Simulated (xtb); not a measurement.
Run report: C₂H₅BF, geometry relaxation (part 3 of 3)

The same run, continued: C₂H₅BF, multiplicity 2; GFN2-xTB (xtb 6.7.1).  The settings are looser than a standard set-up, so the numbers are not reference values.

Geometry of the input (Å):
```
C  0.2831  1.0331  -0.0641
C  -0.3437  -0.2875  0.0093
B  0.4802  -1.5336  0.1053
F  -0.0945  -2.7495  0.3629
H  1.0985  1.0018  -0.8682
H  -0.3410  1.8539  -0.2792
H  0.8667  1.3101  0.7317
H  -1.0828  -0.1806  0.8589
H  -0.9634  -0.4611  -0.8300
```

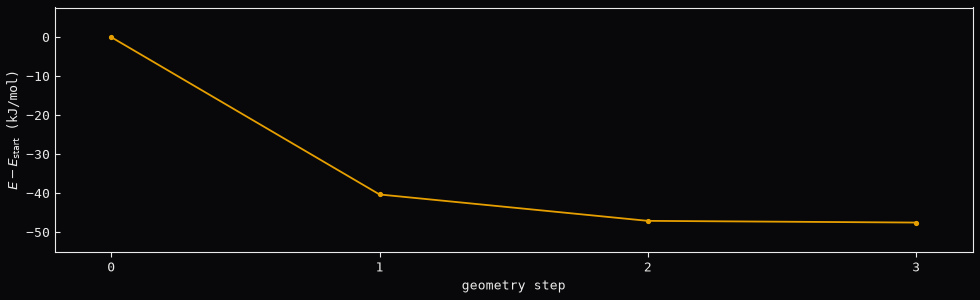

**Figure 1.** Progress of the relaxation, step by step (steps are counted from 0).

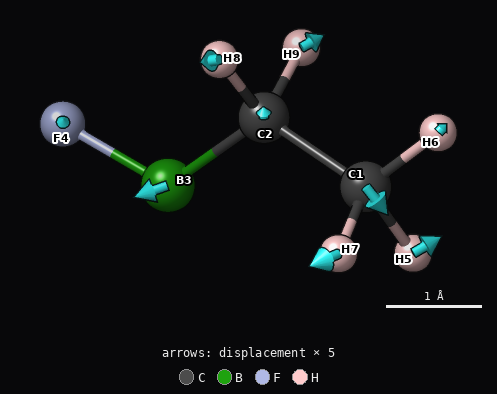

**Figure 2.** The starting structure with the displacements as teal arrows, magnified 5 times (ball-and-stick view, seen at a tilt). The two geometries are laid on each other by the best rigid fit. Over 3 geometry steps the energy falls by 47.5 kJ/mol. The largest move after the best rigid fit is that of H7, 0.086 Å. By element the largest moves are H 0.086 Å, C 0.083 Å, B 0.079 Å, F 0.024 Å. Among the contacts that change: C2–B3 1.497 → 1.578 Å, C1–H7 1.025 → 1.091 Å, C1–C2 1.464 → 1.528 Å, C1–H5 1.146 → 1.086 Å. Among the angles that change: H5–C1–H7 98.5° → 108.3°, C2–C1–H6 117.4° → 110.9°, C1–C2–H8 103.4° → 109.2°. (Atoms are counted from 1 in the order of the input.)

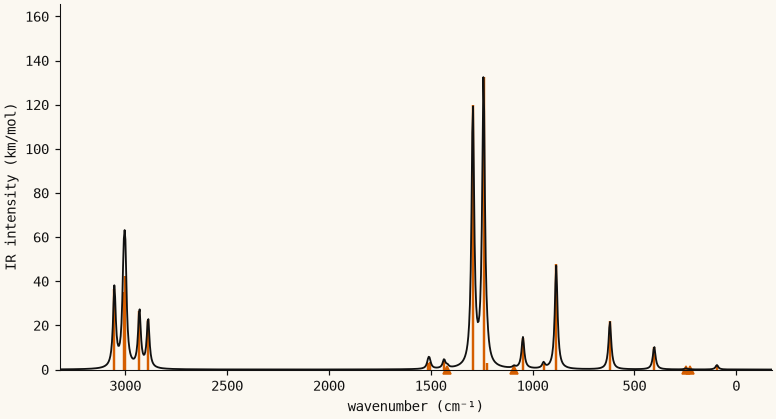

**Figure 3.** Harmonic infrared spectrum, unscaled: sticks (degenerate modes added up, dark ones marked on the axis) with a Lorentzian envelope of 16 cm⁻¹ full width, scaled to the tallest stick. 21 modes from 95 to 3053 cm⁻¹, none imaginary. The strongest line is at 1241 cm⁻¹ (132 km/mol).
